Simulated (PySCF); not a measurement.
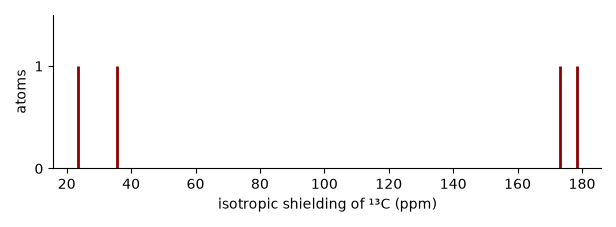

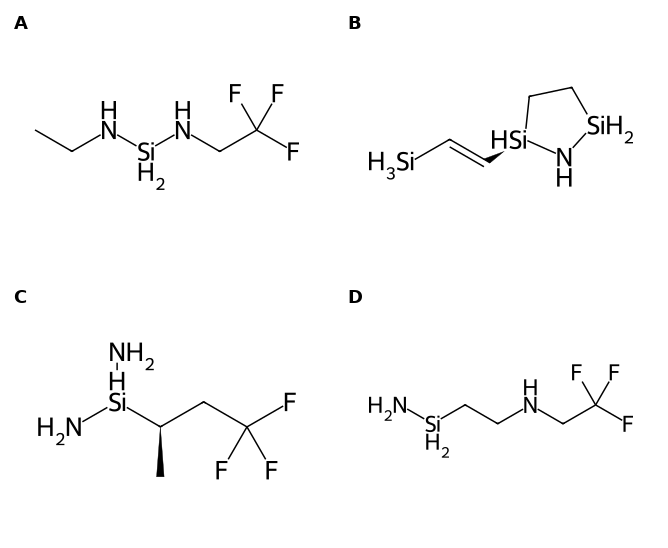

The sticks are computed shieldings of one of the molecules, for one fixed geometry (GFN2-xTB) without averaging over rotations. Low shielding means a high chemical shift. Method: GIAO PBE0/pcSseg-1 NMR shielding, non-relativistic, gas phase (PySCF 2.14.0).

**Match the spectrum to a structure.**

B, `[SiH3]/C=C/[Si@H]1CC[SiH2]N1`. Its 4 C atoms give lines at 23.5, 35.5, 173.3, 178.3 ppm.

The geometry is semi-empirical. Around Si such bond lengths and angles can be off by a tenth of an ångström or more and by several degrees, and values that hang on the shape move with them.
